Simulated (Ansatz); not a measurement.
BClFH2P···HF

The calculation's input:

```
crystal:
  periodic: [false, false, false]
  atoms:
    - { symbol: B, position_ang: [0.0, 0.0, 0.0] }
    - { symbol: F, position_ang: [0.0, 0.0, 1.67] }
    - { symbol: F, position_ang: [1.1431, 0.0, -0.66] }
    - { symbol: Cl, position_ang: [-1.6108, 0.0, -0.93] }
    - { symbol: P, position_ang: [-0.283, -2.0781, 0.6969] }
    - { symbol: H, position_ang: [-0.8502, -2.8552, -0.3476] }
    - { symbol: H, position_ang: [0.9722, -2.6288, 1.0676] }
    - { symbol: H, position_ang: [-0.144, -1.0575, 1.6663] }
basis:
  gaussian: { orbitals: def2-SVP }
hamiltonian:
  xc: pbe0
relax:
  f_tol: 0.15
  max_steps: 25
  restrain:
    - { distance: [0, 4], at: 1.91, k: 30.0 }
    - { distance: [7, 1], at: 0.92, k: 30.0 }
    - { distance: [0, 1], at: 2.52, k: 30.0 }
    - { distance: [7, 4], at: 2.62, k: 30.0 }
output:
  orbitals: {}
```

Run with:

```sh
ansatz run input.yaml --threads 2 --pin off --max-ram 3072MiB --backend cpu --events-out ev --progress --plain --runs-dir out
```

The fields are those of the run's last geometry, not of the input's.

Level of theory: RKS PBE0/def2-SVP (Ansatz 0.2.0).

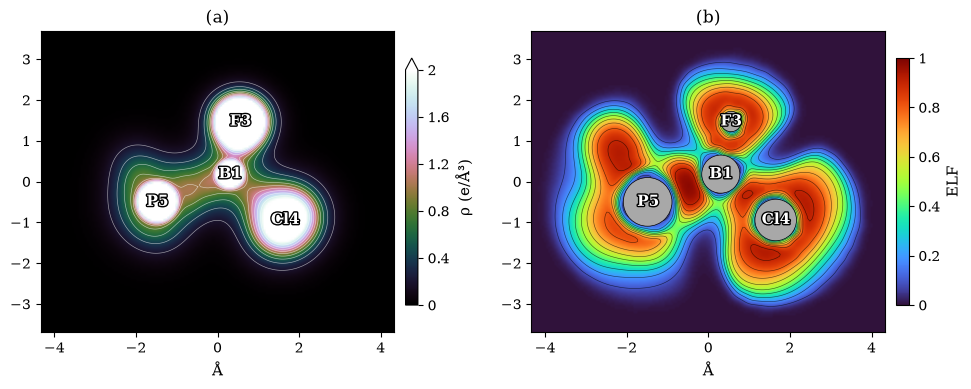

Figure 1. (a) total electron density; (b) ELF on the plane of atoms F3, B1 and P5. Grey discs cover the atomic cores in the ELF map.

**Read the bonding off the picture.**

The section cuts through B, F, Cl and P sites. B–F (1.31 Å): ρ is about 2.2 e/Å³ halfway; the ELF peaks at about 0.85 between the atoms (a polar covalent bond). B–Cl (1.76 Å): the density is about 1.3 e/Å³ at the midpoint; the ELF peaks at about 0.90 between the atoms, as expected for a polar covalent bond. B–P (1.92 Å): ρ at the midpoint is about 1 e/Å³; the ELF peaks at about 1 between the atoms (a covalent bond). The ELF also peaks beside Cl4 and F3, away from the bonds: lone-pair regions.

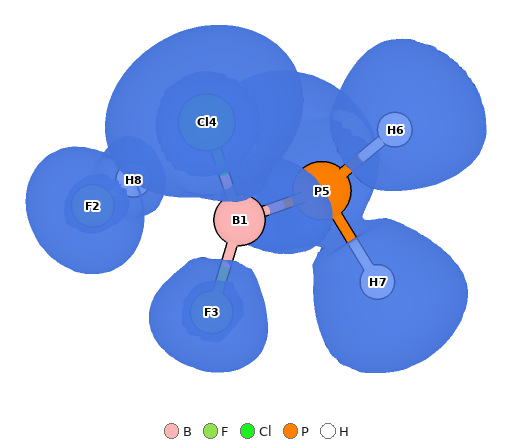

Figure 2. Isosurface of the electron localisation function at 0.75 (blue), seen from one side. Only the valence region is drawn (cores and ρ < 0.01 e/Å³ removed).

**Identify the bonds, lone pairs and shells in this picture.**

The ELF exceeds this value in one region on Cl in which the atom's valence shell and bonds are merged, one region on F in which the atom's valence shell and bonds are merged, one joined region spread over several atoms (F, H), in which their bonds and any lone pairs are merged and one joined region spread over several atoms (H, P), in which their bonds and any lone pairs are merged.


B1···F2 (2.52 Å): the ELF is about 0.05 at the midpoint.

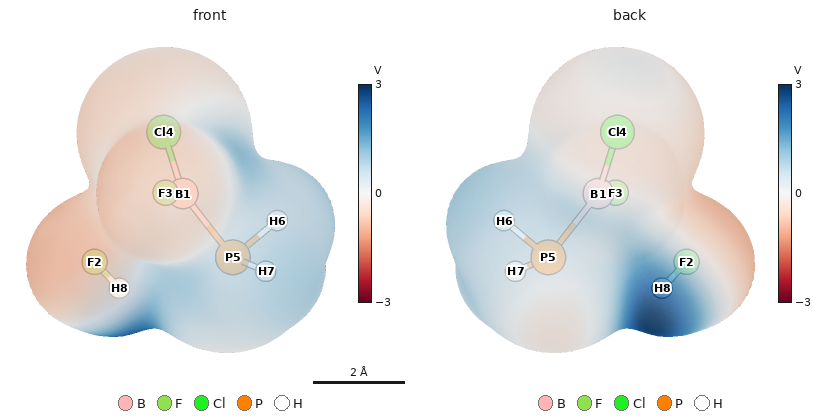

Figure 3. The electrostatic potential painted on the density surface at 0.002 e/bohr³, seen from the front and from behind; the colour scale runs from red (negative) to blue (positive).

**Where is the surface potential most negative and most positive?**

The most negative region (about −0.9 V) lies over F2, the most positive (about +2.9 V) over H8. Cl4 shows a σ-hole: about +0.2 V at the tip opposite its bond, against about −0.3 V on its flanks.
